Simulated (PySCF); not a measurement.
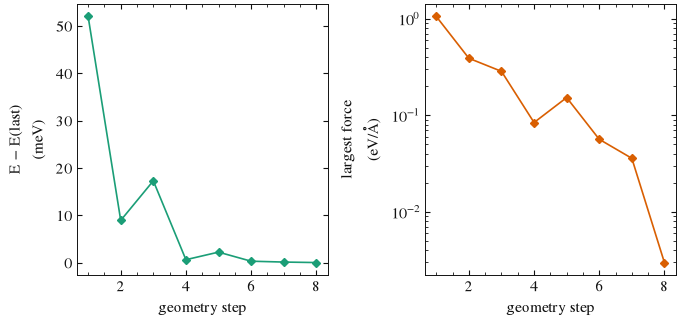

History of a geometry optimisation.

- system: BHCl2 (SMILES ClBCl)
- method: PBE0-D3(BJ)/def2-SVP, geometry optimisation (PySCF 2.14.0, density fitting)

**How did it end, and what did it gain?**

The optimisation met its thresholds at geometry 8, counting the start as the first. The energy fell by about 52 meV from the first step to the last, with a rise at steps 3 and 5. The largest force goes from about 1.1 eV/Å at the start to 3 × 10⁻³ eV/Å at the end.

**By which step was nine tenths of the energy gained?**

By step 4 of 8.
